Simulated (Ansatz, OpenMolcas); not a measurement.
## CH4Si (SMILES C=[SiH2]): methods side by side

CH4Si: 6 atoms, total charge 0, spin state singlet. SMILES: `C=[SiH2]`. The shape is that of a GFN2-xTB optimisation.

```csv
atom,x (Å),y (Å),z (Å)
C,-0.7387,-0.5472,-0.2651
Si,0.6113,0.4518,0.2183
H,-1.4085,-0.9966,0.4481
H,-0.9629,-0.7582,-1.2967
H,0.9530,0.7660,1.6007
H,1.5459,1.0842,-0.7053
```

Each level gives the energy change with the Si2–H6 bond stretched from 1.458 to 3.646 Å (eV). The values are calculated.

```json
{"level": "HF/STO-3G (restricted)", "kind": "Hartree–Fock", "program": "Ansatz", "value (eV)": "10.01", "less FCI/STO-3G": "+5.21", "CPU time (all runs)": "0.21 s"}
{"level": "PBE/STO-3G (restricted)", "kind": "GGA", "program": "Ansatz", "value (eV)": "6.75", "less FCI/STO-3G": "+1.95", "CPU time (all runs)": "2.4 s"}
{"level": "r2SCAN/STO-3G (restricted)", "kind": "meta-GGA", "program": "OpenMolcas", "value (eV)": "7.16", "less FCI/STO-3G": "+2.36", "CPU time (all runs)": "24 s"}
{"level": "BHLYP/STO-3G (restricted)", "kind": "global hybrid", "program": "Ansatz", "value (eV)": "8.44", "less FCI/STO-3G": "+3.64", "CPU time (all runs)": "2.2 s"}
{"level": "wB97M-V/STO-3G (restricted)", "kind": "range-separated hybrid", "program": "Ansatz", "value (eV)": "8.33", "less FCI/STO-3G": "+3.53", "CPU time (all runs)": "32 s"}
{"level": "B2PLYP/STO-3G (restricted)", "kind": "double hybrid", "program": "Ansatz", "value (eV)": "6.70", "less FCI/STO-3G": "+1.90", "CPU time (all runs)": "3.2 s"}
{"level": "RPA@PBE/STO-3G (restricted)", "kind": "RPA", "program": "Ansatz", "value (eV)": "5.89", "less FCI/STO-3G": "+1.09", "CPU time (all runs)": "4 s"}
{"level": "MP2/STO-3G (restricted)", "kind": "perturbation theory", "program": "OpenMolcas", "value (eV)": "6.25", "less FCI/STO-3G": "+1.45", "CPU time (all runs)": "3.2 s"}
{"level": "CCSDTQ/STO-3G (restricted)", "kind": "coupled cluster or CI", "program": "Ansatz", "value (eV)": "4.80", "less FCI/STO-3G": "0.00", "CPU time (all runs)": "6.7 s"}
{"level": "FCI/STO-3G", "kind": "exact in the basis", "program": "Ansatz", "value (eV)": "4.80", "less FCI/STO-3G": "0.00", "CPU time (all runs)": "9 s"}
```

FCI/STO-3G is exact within its basis and frozen core, so for wave-function methods in that basis the difference is their error; functionals converge differently with the basis, so for them it is only a difference. Spin-restricted single references rise too steeply as a bond breaks, Hartree–Fock most of all. Perturbation and coupled-cluster corrections on them can overshoot downwards. The first shape isn't each level's own minimum. The values span 4.80 to 10.01 eV. All rows use very small basis sets, so even the best lies far from the true value. Times are those of the runs behind each value, whatever else they computed, on shared processors of several kinds: orders of magnitude only.

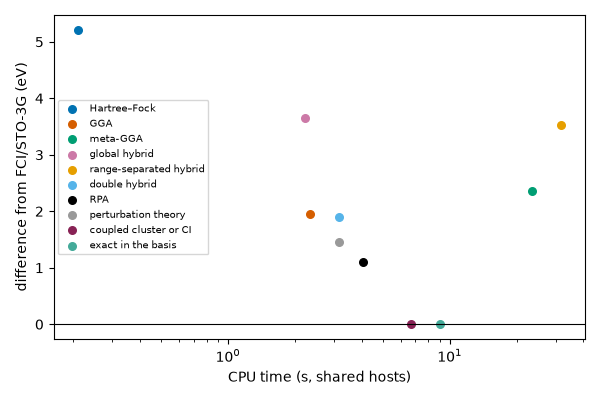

Difference from FCI/STO-3G against processor time, one point a level.
